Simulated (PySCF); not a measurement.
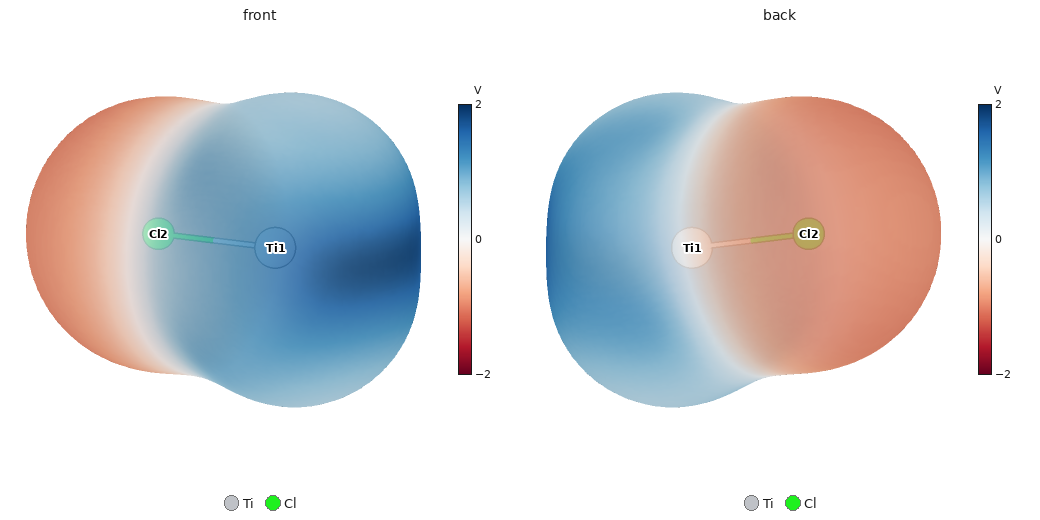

Figure. TiCl (quartet). The molecular electrostatic potential painted on the density surface at 0.001 e/bohr³, seen from the front and from behind; red is negative and blue positive.

Theory: PBE0/x2c-TZVPPall, spin-free X2C-1e, Gaussian nucleus, at a bond length of 2.261 Å in PySCF.

Describe the electrostatic potential map.

Answer. The most negative region (about −1.0 V) lies over Cl2, the most positive (about +1.9 V) over Ti1.
